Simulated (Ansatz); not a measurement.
**Ag (Silver, Fm-3m): phonons against volume**

Which modes of Ag (Silver) drive its thermal expansion?

Program: Ansatz 0.2.0. Level of theory: DFT LDA, scalar-relativistic, plane waves, PAW; PAW set soft_1. Results are calculated unless marked as measured.

Experimental background.

For Ag, fcc (literature value used to build the slab), “Reaction selectivity of homochiral versus heterochiral intermolecular reactions of prochiral terminal alkynes on surfaces” (2019, pmc:6739358) quotes earlier work: lattice constant a (cubic lattice constant of bulk Ag) 4.086 Å [cited literature value used to build the slab model; measurement temperature not stated].

## 1. The structure

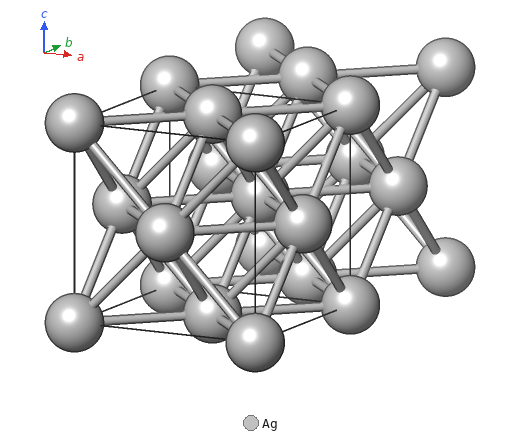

Start, viewed from a free direction; silver light grey. 1×2×1 cells are drawn. This picture shows the conventional cell, with its axes. Some periodic images of atoms are drawn too.

## 2. A first coarse run

Before spending time, one coarse run tells the gap and the pressure of the starting cell.

The input, input.yaml:

```yaml
crystal:
  lattice:
    - [0.0, 2.04275, 2.04275]
    - [2.04275, 0.0, 2.04275]
    - [2.04275, 2.04275, 0.0]
  atoms:
    - { symbol: Ag, position: [0.0, 0.0, 0.0] }
kpoints:
  mp_grid: { grid: [8, 8, 8] }
hamiltonian:
  xc: lda
  pseudopotentials: { kind: paw, azcp: { folder: soft_1 }, xc_functional: pbe }
scf:
  occupations: { method: gaussian, width: 0.1 }
  lower_state_search: "off"
output:
  forces: true
  stress: true
  eigenvalues: true
```

Started as:

```sh
$ ansatz run input.yaml --threads 8 --pin off --max-ram 16384MiB --backend cpu --events-out ev --progress --plain --runs-dir out
```

Numbers of over 12 decimals in the logs are rounded to 6 here.

The log of the run:

```text
Engine: ansatz 0.2.0, aarch64-unknown-linux-gnu
Pseudopotentials: kind: paw
Pseudopotential: Ag, paw, valence charge 19, recommended cutoff 420 eV (normal), soft_1/Ag.paw.azcp
Functional definition: SPW92
  exchange = slater_x
  correlation = pw_c
Crystal: 1 atoms, lattice volume = 17.048 Å³
Basis set: ecut = 420 eV, 331 PW (Γ)
Bands: 14, of which v1, the nominal top of the filled ones, is band 10 counted from 1 (9 counted from 0)
Symmetry: 48 space group operations
Space group: Fm-3m (ITA 225), of the structure as read, at distance tolerance 2.6e-5 Å
k-points: 29 of 512
Non-local potential: Ag, projectors of the file, l = 0: 3, l = 1: 2, l = 2: 2, l = 3: 1
PAW form: soft (Blöchl's): semilocal exchange-correlation on the pseudo side does not see the compensation charge
PAW frozen core: Ag, regenerated for the run's functional, and the local potential with it (the file was generated under x = pbe(κ = 0.804, μ = 0.219515), c = pbe(β = 0.066725))
PAW one-centre angular grid: Ag, 590 points (default); XC on 64 Gauss nodes
Initial density: superposition of atomic densities (chi_scale 0.1, normalization cell)
Initial wavefunctions: pseudopotential atomic-orbital guess
Functional: x = slater, c = lda
SCF iter   1: F=—  HF=-7458.527837 eV  |F-HF|=—  |Δ(HF+E_count)|=         —  Δρ=8.63e-2  dr2=1.34e0  ethr=3.10e-3  ⟨swp⟩=4.4  Hψ=1982  notcnv=0
preconditioner: auto → none  [insulator: Δε(μ)=0.277 eV  Ē_g=15.480 eV  σ=0.100 eV  W_gap=0.85  n_scr=8 (ndim 8)  ℏωp=29.8 eV  f_vac=0.000  D(μ)=0.62/eV (n_scr^D=0)  ε∞_Penn≈4.7]
SCF iter   2: F=—  HF=-7458.234381 eV  |F-HF|=—  |Δ(HF+E_count)|=   2.93e-1  Δρ=4.66e-2  dr2=2.37e-1  ethr=3.10e-3  ⟨swp⟩=2.4  Hψ=962  notcnv=0  defer=10
SCF iter   3: F=—  HF=-7458.148589 eV  |F-HF|=—  |Δ(HF+E_count)|=   8.58e-2  Δρ=8.31e-3  dr2=6.11e-3  ethr=1.25e-3  ⟨swp⟩=2.3  Hψ=799  notcnv=0  defer=10
SCF iter   4: F=—  HF=-7458.144911 eV  |F-HF|=—  |Δ(HF+E_count)|=   3.68e-3  Δρ=7.74e-4  dr2=9.28e-5  ethr=3.22e-5  ⟨swp⟩=2.0  Hψ=700  notcnv=0  defer=10
SCF iter   5: F=—  HF=-7458.144877 eV  |F-HF|=—  |Δ(HF+E_count)|=   3.42e-5  Δρ=6.14e-5  dr2=2.07e-7  ethr=4.89e-7  ⟨swp⟩=1.8  Hψ=520  notcnv=0  defer=10
SCF iter   6: F=-7458.144877 eV  HF=-7458.144877 eV  |F-HF|=2.48e-8  |Δ(HF+E_count)|=   1.97e-7  Δρ=1.41e-5  dr2=3.03e-8  ethr=5.26e-10  ⟨swp⟩=6.2  Hψ=1714  notcnv=0
SCF 1 converged in 6 iterations: F = -7458.144877 eV  dr2 = 3.03e-8
  greatest PAW one-centre occupation: 1.001 electrons in one spin orbital (limit 2), on the Ag atom at site 0 (counted from 0), in its partial waves of l = 0
SCF converged after 6 iterations
Free energy (F): -7458.144877 eV
Harris-Foulkes:  -7458.144877 eV  (|F-HF|=2.48e-8)
Internal energy: -7458.141842 eV  (E = F + TS)
E sigma→0 (E₀):  -7458.143359 eV
Entropy (-TS):   -0.003035 eV (-3.035 meV/atom)
Fermi energy:    16.625524 eV
--- Per-component energies (eV) ---
  E_band       = -242.328939
  E_kinetic    = 467.481474
  E_local      = -2087.788995  (includes V_loc(G=0)·N_el)
  E_nonlocal   = 38.745395
  E_hartree    = 1020.980453
  E_xc         = -158.027333
  E_vxc        = -201.015049  (∫ρ·V_xc dr)
  E_paw        = -3823.435064  (= ΣΔE_a)
  E_vpaw       = -501.701833  (= ΣTr[D̂ρ^β])
  E_aug_tail   = 0.000357  (compensation charges beyond the density's cutoff)
  E_ewald      = -2916.822938
  E_core_change = 0.724808  (= ΣΔE_core)
  E_smearing   = -0.003035  (= −TS)
  E_closure    = 0.000000  (closes the sum)
  Σ components = -7458.144877   (vs F -7458.144877, Δ=0.00e0)
--- Forces (eV/Å), atoms counted from 1 ---
  atom   1  Ag    -0.00000000     0.00000000    -0.00000000
  max |Σ_I F_I| component: 8.63e-32 eV/Å
--- Stress (GPa, compression-positive) ---
       -6.674761      -0.000000      -0.000000
       -0.000000      -6.674761      -0.000000
       -0.000000      -0.000000      -6.674761
  P = ⅓ Tr σ = -6.6748 GPa (-66.748 kbar)
--- Band table (eV; the first three rows and the last of 29) ---
  k-point 0: bands = [... 6 lower, 12.0867, 12.0867, 13.1455, 13.1455, 32.7395, 36.2132, 36.2132, 36.2132]
  k-point 1: bands = [... 6 lower, 12.2069, 12.2069, 13.1105, 13.1105, 32.2889, 33.8466, 36.3932, 36.3932]
  k-point 2: bands = [... 6 lower, 12.2922, 12.2922, 13.2707, 13.2707, 27.9104, 33.3527, 36.2831, 36.2831]
  k-point 28: bands = [... 6 lower, 11.8041, 13.1490, 14.1638, 22.7353, 22.7353, 23.6622, 25.0497, 39.3077]
```

Elapsed: 0.8 s, on 8 threads of Arm Neoverse V1, shared host; peak memory 0.25 GiB.

This step gave:

```yaml
pressure: -6.675 GPa
volume_per_atom: 17.05 Å³/atom
gap_on_the_k_mesh: 0 eV
```

The start is under -6.7 GPa at this level and looks like a metal on this mesh.

## 3. Finding the static equilibrium

The vibrations must be taken about the equilibrium of this functional, not about the starting cell, so the structure is relaxed.

input.yaml, the sections that differ from step 2:

```yaml
kpoints:
  mp_grid: { grid: [18, 18, 18] }
output:
  forces: true
  stress: true
  eigenvalues: true
  write_density: true
  write_potential: true
  elf: true
  volumetric_format: npy
relax:
  adjacent_minimum: "off"
  f_tol: 0.005
  max_steps: 80
  cell: { stress_tol: 0.05 }
# crystal, hamiltonian, scf: as in step 2
```

The log of the run:

```text
[...]
Crystal: 1 atoms, lattice volume = 17.048 Å³
Basis set: ecut = 420 eV, 331 PW (Γ)
Bands: 14, of which v1, the nominal top of the filled ones, is band 10 counted from 1 (9 counted from 0)
Symmetry: 48 space group operations
[...]
k-points: 195 of 5832
[...]
SCF iter   1: F=—  HF=-7458.565318 eV  |F-HF|=—  |Δ(HF+E_count)|=         —  Δρ=8.72e-2  dr2=1.36e0  ethr=3.10e-3  ⟨swp⟩=4.4  Hψ=13440  notcnv=0
[...]
SCF iter   7: F=-7458.177389 eV  HF=-7458.177389 eV  |F-HF|=2.21e-10  |Δ(HF+E_count)|=   2.96e-9  Δρ=1.34e-6  dr2=3.14e-10  ethr=7.64e-11  ⟨swp⟩=4.1  Hψ=12588  notcnv=0
SCF 1 converged in 7 iterations: F = -7458.177389 eV  dr2 = 3.14e-10
[...]
relax step   1: F+E_penalty+E_count = -7458.17738899 eV  Δ(F+E_penalty+E_count) = +0.000e0 eV  max|allowed force component| = 0.000e0 eV/Å  Δτ_max = 0.0000 Å  P = -7.244 GPa  Ω = 17.048 Å³  (7 SCF iters, dr2 threshold 1.00e-7 eV, accepted)
Crystal: 1 atoms, lattice volume = 15.087 Å³
Basis set: ecut = 420 eV, 283 PW (Γ)
[...]
iter 1 solved again at ethr=1.32e-4 eV; its pass at ethr=3.10e-3 eV (dr2=2.50e-2 eV) is discarded
[...]
SCF iter   6: F=-7458.175191 eV  HF=-7458.175191 eV  |F-HF|=9.09e-12  |Δ(HF+E_count)|=   5.77e-9  Δρ=1.26e-6  dr2=4.70e-11  ethr=2.58e-10  ⟨swp⟩=4.1  Hψ=12973  notcnv=0
SCF 2 converged in 6 iterations: F = -7458.175191 eV  dr2 = 4.70e-11
relax step   2: F+E_penalty+E_count = -7458.17519142 eV  Δ(F+E_penalty+E_count) = +2.198e-3 eV  max|allowed force component| = 0.000e0 eV/Å  Δτ_max = 0.0000 Å  P = +9.999 GPa  Ω = 15.087 Å³  energy of the carried Pulay correction = +5.969e-4 eV  (6 SCF iters, dr2 threshold 1.00e-7 eV, rejected (line search))
Crystal: 1 atoms, lattice volume = 16.165 Å³
[...]
SCF iter   7: F=-7458.201850 eV  HF=-7458.201850 eV  |F-HF|=0.00e0  |Δ(HF+E_count)|=  7.28e-12  Δρ=2.67e-8  dr2=6.00e-14  ethr=1.00e-12  ⟨swp⟩=4.8  Hψ=9482  notcnv=0
SCF 3 converged in 7 iterations: F = -7458.201850 eV  dr2 = 6.00e-14
relax step   3: F+E_penalty+E_count = -7458.20184950 eV  Δ(F+E_penalty+E_count) = -2.446e-2 eV  max|allowed force component| = 0.000e0 eV/Å  Δτ_max = 0.0000 Å  P = -1.164 GPa  Ω = 16.165 Å³  energy of the carried Pulay correction = +2.599e-4 eV  (7 SCF iters, accepted)
[...]
relax step   4: F+E_penalty+E_count = -7458.20239381 eV  Δ(F+E_penalty+E_count) = -5.443e-4 eV  max|allowed force component| = 0.000e0 eV/Å  Δτ_max = 0.0000 Å  P = -0.032 GPa  Ω = 16.031 Å³  energy of the carried Pulay correction = +3.005e-4 eV  (4 SCF iters, dr2 threshold 1.00e-7 eV, accepted)
[...]
SCF iter   5: F=-7458.202043 eV  HF=-7458.202043 eV  |F-HF|=1.82e-12  |Δ(HF+E_count)|=  1.47e-10  Δρ=6.84e-8  dr2=8.54e-14  ethr=1.00e-12  ⟨swp⟩=4.8  Hψ=9606  notcnv=0
SCF 5 converged in 5 iterations: F = -7458.202043 eV  dr2 = 8.54e-14
relax step   5: F+E_penalty+E_count = -7458.20204316 eV  Δ(F+E_penalty+E_count) = +3.507e-4 eV  max|allowed force component| = 0.000e0 eV/Å  Δτ_max = 0.0000 Å  P = -0.017 GPa  Ω = 16.031 Å³  stress off target by 1.72e-2 GPa  SCF on the basis re-selected at this cell (its energy is not comparable with the rows above)  (5 SCF iters)
basis re-selected at this cell: Δ(F+E_penalty+E_count) = +3.507e-4 eV, ΔP = +0.015 GPa vs the last step (what re-selecting the basis moved, of the pressure what is left beyond the Pulay correction that the steps carried, after the strain that the cell walked since its last selection, with what the two solves' SCF thresholds leave and, on support functions, any second-order correction that the steps lacked; it is no measure of the basis error at this ecutwfc). This SCF's stress stands 1.72e-2 GPa from its target on what of the cell is left free (relax.cell.stress_tol is 5.00e-2 GPa) and its largest allowed force component is 0.00e0 eV/Å (relax.f_tol is 5.00e-3 eV/Å): [rest of the remark cut]
SCF converged after 5 iterations
Free energy (F): -7458.202043 eV
[...]
Internal energy: -7458.201087 eV  (E = F + TS)
E sigma→0 (E₀):  -7458.201565 eV
Entropy (-TS):   -0.000956 eV (-0.956 meV/atom)
Fermi energy:    18.238843 eV
[...]
--- Stress (GPa, compression-positive) ---
       -0.017175      -0.000000      -0.000000
       -0.000000      -0.017175      -0.000000
        0.000000      -0.000000      -0.017175
  P = ⅓ Tr σ = -0.0172 GPa (-0.172 kbar)
--- Band table (eV; the first three rows and the last of 195) ---
  k-point 0: bands = [... 6 lower, 13.2846, 13.2846, 14.4635, 14.4635, 34.2779, 38.1065, 38.1065, 38.1065]
  k-point 1: bands = [... 6 lower, 13.3150, 13.3150, 14.4512, 14.4512, 34.3252, 37.3161, 38.1716, 38.1716]
  k-point 2: bands = [... 6 lower, 13.3939, 13.3939, 14.4269, 14.4269, 34.2372, 35.8604, 38.3428, 38.3428]
  k-point 194: bands = [... 6 lower, 13.2637, 14.4936, 15.5969, 23.7115, 25.1363, 25.5353, 26.9013, 40.4529]
--- Relaxed structure (4 steps of the walk, 3 accepted, 1 SCFs on fresh bases) ---
  F+E_penalty+E_count = -7458.20204316 eV   max|allowed force component| = 0.000e0 eV/Å   (the final SCF, on the basis selected at the relaxed cell)
  cell:  # Å, volume = 16.0314 Å³
    - [0, 2.001306, 2.001306]
    - [2.001306, 0, 2.001306]
    - [2.001306, 2.001306, 0]
  atoms:
    - { symbol: Ag, position: [0.0, 0.0, 0.0] }
```

The job ended after 2.4 s (8 threads; peak memory 0.34 GiB).

Step by step:

```tsv
step	energy less that of the first step (eV)	largest force component (eV/Å)	pressure (GPa)	volume (Å³)
1	0.0000	0.0000	-7.24	17.05
2	0.0022	0.0000	10.00	15.09
3	-0.0245	0.0000	-1.16	16.17
4	-0.0250	0.0000	-0.03	16.03
5*	-0.0247	0.0000	-0.02	16.03
```

Relaxation steps marked * repeat the geometry before them on a plane-wave basis chosen anew for their cell, so energy and pressure can jump there. Relaxation step 2 was tried and not accepted.

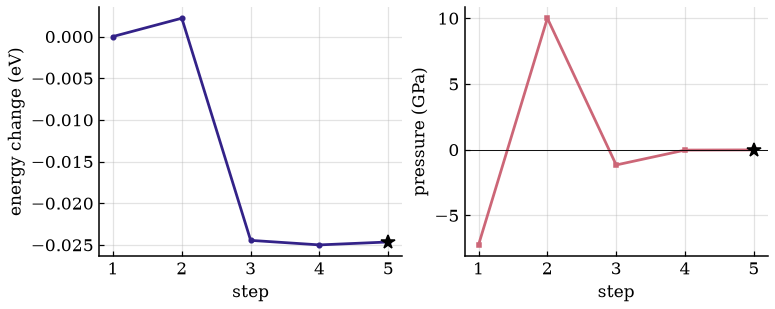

Energy and pressure along the relaxation. Stars mark steps on a basis chosen anew.

```tsv
conventional cell, symmetrised	before	after	change
a (Å)	4.085	4.003	-2.0 %
b (Å)	4.085	4.003	-2.0 %
c (Å)	4.085	4.003	-2.0 %
volume (Å³/atom)	17.05	16.03	-6.0 %
```

Final coordinates:

```cif
data_structure
_symmetry_space_group_name_H-M 'P 1'
_symmetry_Int_Tables_number 1
_cell_length_a 2.8303
_cell_length_b 2.8303
_cell_length_c 2.8303
_cell_angle_alpha 60.000
_cell_angle_beta 60.000
_cell_angle_gamma 60.000
_cell_volume 16.03
loop_
_atom_site_label
_atom_site_type_symbol
_atom_site_fract_x
_atom_site_fract_y
_atom_site_fract_z
_atom_site_occupancy
Ag1 Ag 0.00000 0.00000 0.00000 1
```

Numbers from this step:

```
pressure        : -0.01717 GPa
volume per atom : 16.03 Å³/atom
```

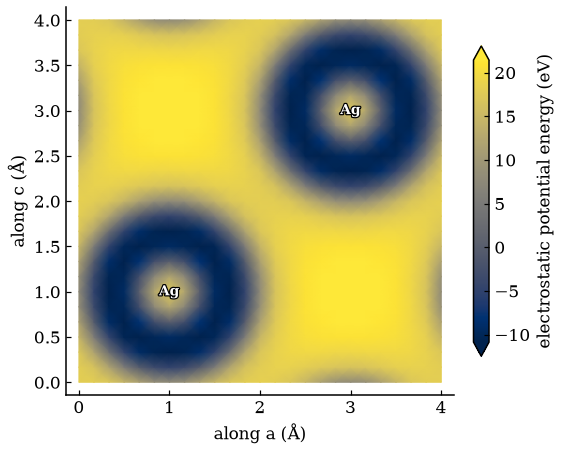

Electrostatic potential energy in the ac plane of the conventional cell at fractional y = 0.000, with atoms of Ag within 0.2 Å of it. With pseudopotentials it is smooth inside the atoms' cores, unlike the true potential. The map starts off the cell's origin, so that atoms lie inside it.

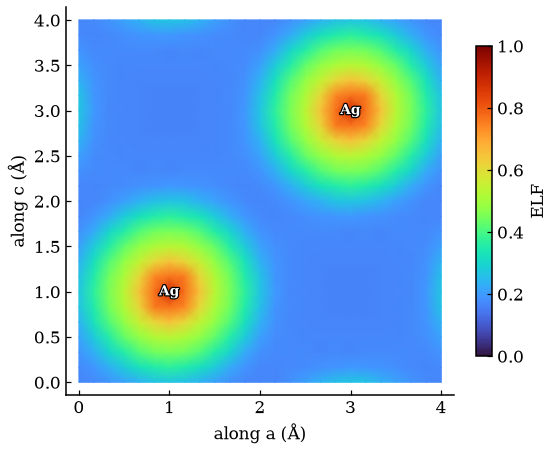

ELF in the ac plane of the conventional cell at fractional y = 0.000, with atoms of Ag within 0.2 Å of it. It is the smooth field of the valence electrons, not physical close to the nuclei. The map starts off the cell's origin, so that atoms lie inside it.

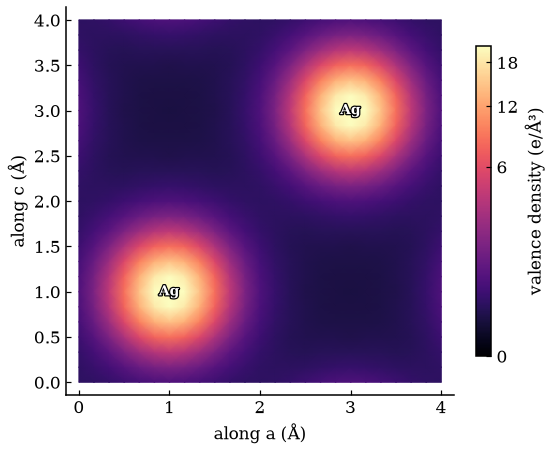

Valence density in the ac plane of the conventional cell at fractional y = 0.000, with atoms of Ag within 0.2 Å of it. It is the smooth field of the valence electrons, not physical close to the nuclei. The map starts off the cell's origin, so that atoms lie inside it. The colour scale is stretched toward low values.

The relaxation ends with a pressure of -0.02 GPa.

## 4. Tight relaxation

The relaxation is repeated with tighter thresholds on force and stress, since phonons are sensitive to what is left; a change of mesh or smearing in the input moves the cell too.

The input, input.yaml:

```yaml
crystal:
  lattice:
    - [0.0, 2.001306457, 2.001306457]
    - [2.001306457, 0.0, 2.001306457]
    - [2.001306457, 2.001306457, 0.0]
  atoms:
    - { symbol: Ag, position: [0.0, 0.0, 0.0] }
kpoints:
  mp_grid: { grid: [20, 20, 20] }
hamiltonian:
  xc: lda
  pseudopotentials: { kind: paw, azcp: { folder: soft_1 }, xc_functional: pbe }
scf:
  occupations: { method: methfessel_paxton, width: 0.2 }
  lower_state_search: "off"
output:
  forces: true
  stress: true
  eigenvalues: true
relax:
  adjacent_minimum: "off"
  f_tol: 0.001
  max_steps: 60
  cell: { stress_tol: 0.01 }
```

The log of the run:

```text
[...]
Crystal: 1 atoms, lattice volume = 16.031 Å³
Basis set: ecut = 420 eV, 331 PW (Γ)
Bands: 14, of which v1, the nominal top of the filled ones, is band 10 counted from 1 (9 counted from 0)
Symmetry: 48 space group operations
[...]
k-points: 256 of 8000
[...]
k-point 2: bands = [... 6 lower, 13.3819, 13.3819, 14.4380, 14.4380, 34.3159, 36.1393, 38.3138, 38.3138]
  k-point 255: bands = [... 6 lower, 12.9639, 14.4633, 15.6042, 24.4318, 24.4318, 25.5534, 26.8563, 41.3423]
--- Relaxed structure (3 steps of the walk, 3 accepted, 1 SCFs on fresh bases) ---
[...]
cell:  # Å, volume = 16.0260 Å³
    - [0, 2.001084, 2.001084]
    - [2.001084, 0, 2.001084]
    - [2.001084, 2.001084, 0]
  atoms:
    - { symbol: Ag, position: [0.0, 0.0, 0.0] }
[key lines of the parts left out:]
SCF converged after 5 iterations
Free energy (F): -7458.201421 eV
Fermi energy:    18.267607 eV
P = ⅓ Tr σ = 0.0005 GPa (0.005 kbar)
```

Run time: 2.2 s. Hardware: 8 threads; peak memory 0.35 GiB; 13 s of CPU time.

Little changed from the start: no atom moved by 0.005 Å and no cell edge by 0.1 %.

This step gave:

| Property | Result |
| --- | --- |
| pressure | 4.65e-4 GPa |

The residual pressure is 4.7e-4 GPa, small enough for phonons.

(Continued in part 2 of 3.)

[Logs are printed without paths, hosts, clocks, repeated set-up lines and the standing remarks that a program may print on its own settings, such as how far it seeks lower states.]

[Hosts, paths, dates, database ids (printed as entryN), source tags and the programs' standing remarks are cut or masked in the printed files.]

[A step with changed settings may run another functional than the one named; its input shows which.]

[Of the runs on displaced cells, only some may be shown.]
